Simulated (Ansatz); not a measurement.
**F3GeH···HF: density, localisation and related maps**

Input

```
crystal:
  periodic: [false, false, false]
  atoms:
    - {symbol: Ge, position_ang: [-0.457794, 0.356909, -0.581577]}
    - {symbol: F, position_ang: [1.525702, -1.316181, 1.036045]}
    - {symbol: F, position_ang: [-1.900645, 1.112893, -1.090893]}
    - {symbol: F, position_ang: [-0.643617, 0.187121, 1.126767]}
    - {symbol: F, position_ang: [0.781386, 1.507279, -0.787312]}
    - {symbol: H, position_ang: [0.907798, -0.887303, 1.578588]}
    - {symbol: H, position_ang: [-0.212831, -0.960818, -1.281619]}
basis:
  gaussian: {orbitals: def2-TZVPP}
hamiltonian: {xc: pbe0, dispersion: d4}
output: {orbitals: {seedname: orbitals}}
```

Run with:

```sh
ansatz run in.yaml --threads 4 --pin off --events-out ev --progress --plain --max-ram 9574MiB
```

The product side of a reaction path; geometry: PBE0-D4/def2-TZVP.

All numbers below come from RKS PBE0-D4/def2-TZVPP (Ansatz).

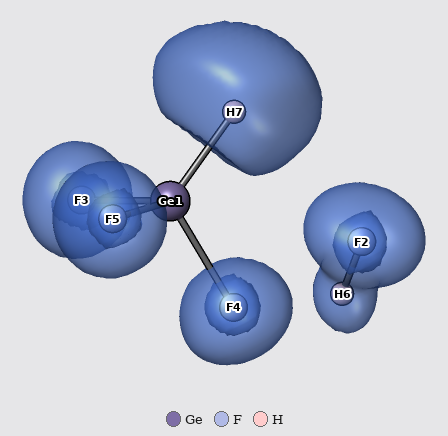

Figure 1. Isosurface of the ELF at 0.75 (blue), seen at a tilt. Core shells and regions of very low density are left out.

Identify the bonds, lone pairs and shells in this picture.

Answer. The surface consists of one region around a hydrogen nucleus, three regions wrapped around F (the valence shell of each) and one joined region spread over several atoms (F, H), in which their bonds and any lone pairs are merged. Along the contacts the grid gives the following. F4···H6 (1.94 Å): the ELF dips to about 0.05 between them (a closed-shell contact with the geometry of a hydrogen bond). Ge–F (1.70 Å): the ELF peaks at about 0.80 in the valence shell of F, 0.5 Å from its nucleus, and is about 0.25 at the midpoint.

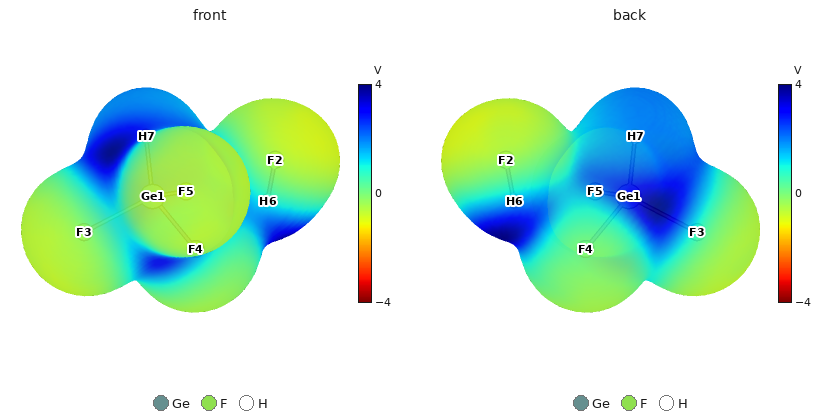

Figure 2. The molecular electrostatic potential painted on the density surface at 0.004 e/bohr³, seen from the front and from behind; red is negative and blue positive.

Where is the surface potential most negative and most positive?

Answer. The most negative region (about −1.0 V) lies over F2, the most positive (about +3.9 V) over Ge1 and H6.

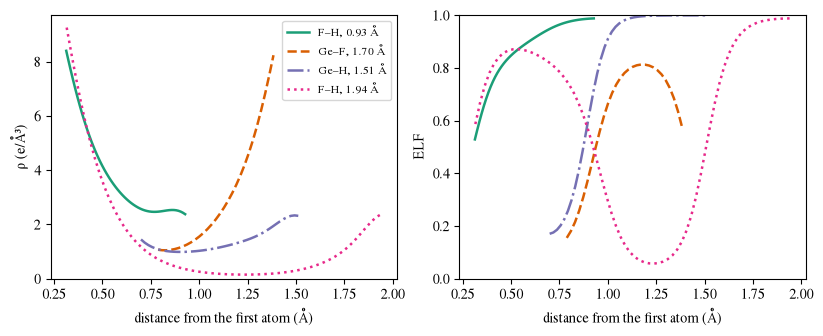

Figure 3. Total electron density and electron localisation function along straight lines between neighbouring atoms. The curves leave out the atomic cores.

What can be read from the curves?

Answer. F–H (0.93 Å): ρ is about 4.7 e/Å³ halfway; the ELF climbs to about 1 towards the hydrogen, as it does in any bond to H; a covalent bond by its length.
Ge–F (1.70 Å): the density is about 1.1 e/Å³ at the midpoint; the ELF peaks at about 0.80 in the valence shell of F, 0.5 Å from its nucleus, and is about 0.25 at the midpoint.
Ge–H (1.51 Å): the density is about 1.2 e/Å³ at the midpoint; the ELF climbs to about 1 towards the hydrogen.
F4···H6 (1.94 Å): the density falls to about 0.15 e/Å³ on the way; the ELF dips to about 0.05 between them; a closed-shell contact with the geometry of a hydrogen bond.
